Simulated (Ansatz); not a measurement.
## What Te → Os does to CdTe

Consider CdTe in the rock salt structure (space group Fm-3m, No. 225; a = 5.999 Å).

The change: every Te is replaced by Os, then cell and atoms are relaxed.

Level of theory: PBEsol (Ansatz, an electronic-structure program; PAW; 420 eV plane waves; spin-orbit coupling left out). Settings: 15×15×15 k-points, 0.05 eV Fermi–Dirac smearing, for the changed cell.

```yaml
volume_per_atom: 18.61 Å³ (base 26.99 Å³)
density: 13.50 g/cm³ (base 7.38 g/cm³)
lattice_parameter_a: 10.016 bohr (base 11.337 bohr)
space_group: Fm-3m (No. 225) (base Fm-3m (No. 225))
shortest_interatomic_distance: 5.008 bohr (base 5.668 bohr)
band_gap: zero (base zero)
```

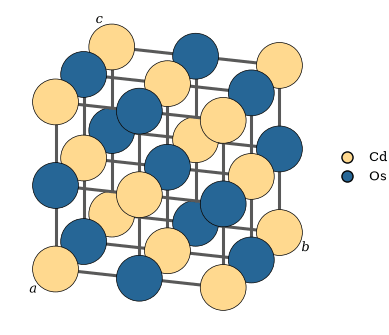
Figure. The relaxed conventional cell after the change

Cost of the whole job for the changed cell (relaxation, final SCF and bands): roughly 40 core-seconds.

Stability against distortions was not tested. As relaxed here, CdOs is a hypothetical phase, not in the database extracts checked. All final runs are without spin polarisation. CdOs has a high density of states at the Fermi level and may be magnetic at this level. This is not the structure that CdTe has at room temperature and ambient pressure.
